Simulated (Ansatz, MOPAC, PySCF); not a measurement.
NH3 (SMILES N) and CHN (SMILES C#N) are pulled apart as rigid monomers along the line of their centres of mass, from the B3LYP-D3(BJ)/def2-TZVP minimum. Starting geometry (charge 0, multiplicity 1):
| atom | x (Å) | y (Å) | z (Å) |
|---|---|---|---|
| N | -0.3143 | 0.0262 | 0.0127 |
| H | -1.1880 | 0.4366 | -0.2992 |
| H | 0.4363 | 0.5891 | -0.3731 |
| H | -0.2471 | -0.8937 | -0.4094 |
| C | -0.1560 | -0.1174 | 3.1640 |
| N | -0.0999 | -0.1683 | 4.3091 |
| H | -0.2095 | -0.0691 | 2.0800 |

Interaction energies with rigid monomers; basis-set methods are counterpoise corrected unless marked otherwise.

Rows in 6-311+G** carry no dispersion term and start afresh at each structure. The state that PM3 reach isn't checked.

The values were computed with Ansatz (a quantum-chemistry and plane-wave program) with Gaussian orbitals; MOPAC for PM3 (differences of heats of formation); PySCF for 6-311+G** rows, the dispersion terms. Each number belongs to the level named beside it.

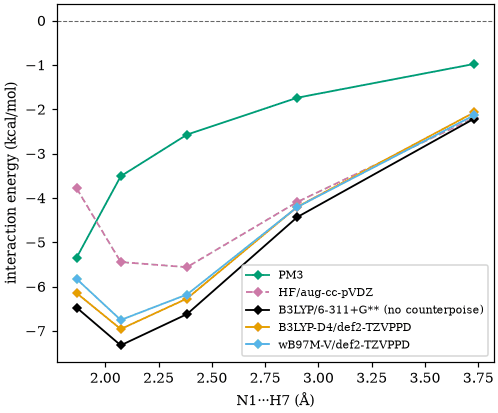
Fig. 1. Interaction energy against separation

Q: Which level binds most strongly at N1···H7 = 2.07, and by how much?

A: B3LYP/6-311+G** (no counterpoise), -7.3 kcal/mol.
